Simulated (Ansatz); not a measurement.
# CH6BN···H2O: what the fields show

```xyz
12

B    -0.0506   -0.4068   -0.1407
H    -0.0753   -0.9899    0.9215
N     1.2317   -0.0726   -0.6329
H     2.0997   -0.3613   -0.1848
H     1.3766    0.3694   -1.5411
C    -1.3670   -0.0342   -0.9207
H    -2.0451   -0.9024   -1.0058
H    -1.9150    0.7310   -0.3394
H    -1.2002    0.3740   -1.9338
O     0.1414    2.1722    1.3734
H     0.6903    1.6746    0.7285
H     0.1458    1.5765    2.1481
```

All numbers below come from RKS PBE/6-31G* in Ansatz.

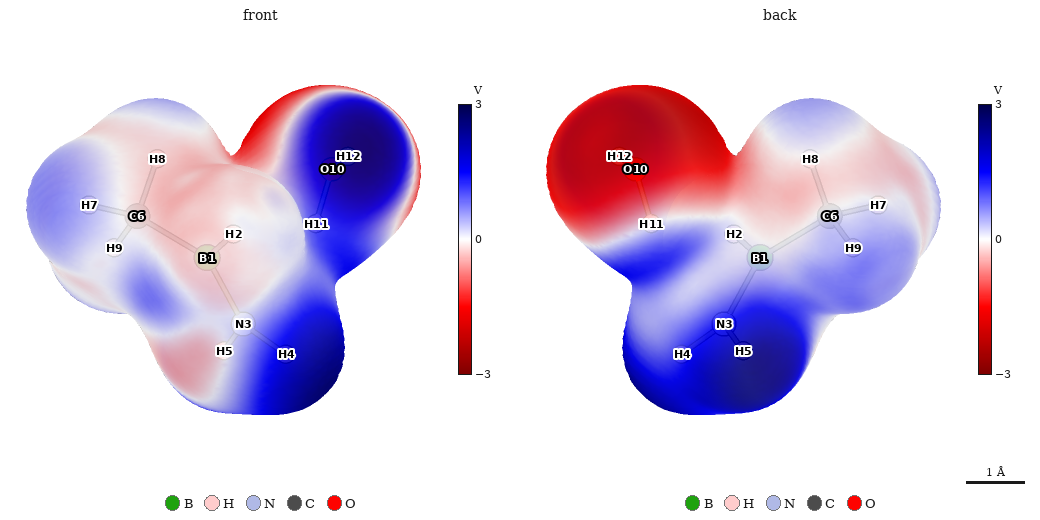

Figure 1. The molecular electrostatic potential painted on the density surface at 0.004 e/bohr³, seen from the front and from behind; red is negative and blue positive.

Where is the surface potential most negative and most positive?

The most negative region (about −2.2 V) lies over O10, the most positive (about +2.6 V) over H4 and H5. O10 is the likeliest acceptor of a hydrogen bond.

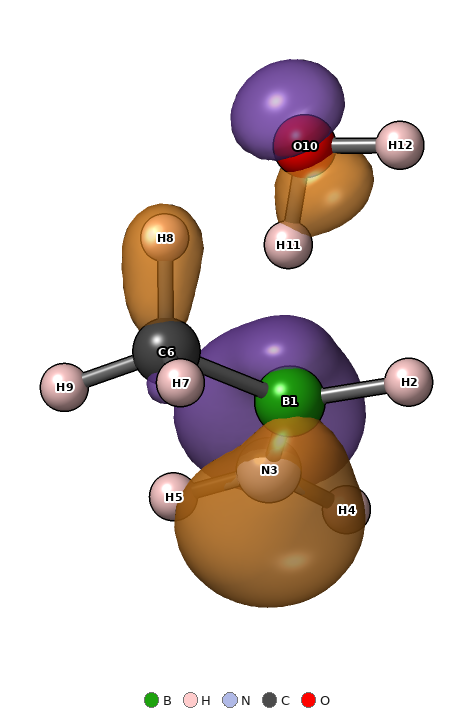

Figure 2. The HOMO−1 at ±0.15 Å⁻³ᐟ² (orange and purple are the two phases), seen at an oblique angle.

Where does this orbital lie, and at what energy?

By Hirshfeld shares it lies mainly on N3 (about 60 %), B1 (about 15 %) and O10 (about 10 %). Its energy is −6.85 eV.

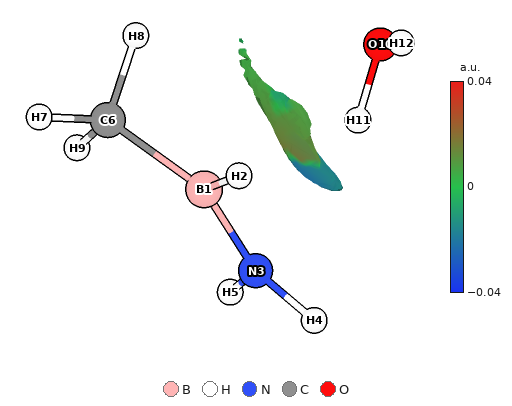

Figure 3. Non-covalent interaction (NCI) plot: the surface where the reduced density gradient is 0.5, for densities under 0.05 a.u., coloured by sign(λ₂)ρ; seen across its widest extent.

Which non-covalent interactions does the plot reveal?

H11···B1 (2.4 Å): a weak contact, attractive (blue-green) on one side and crowded (olive to red) on the other.
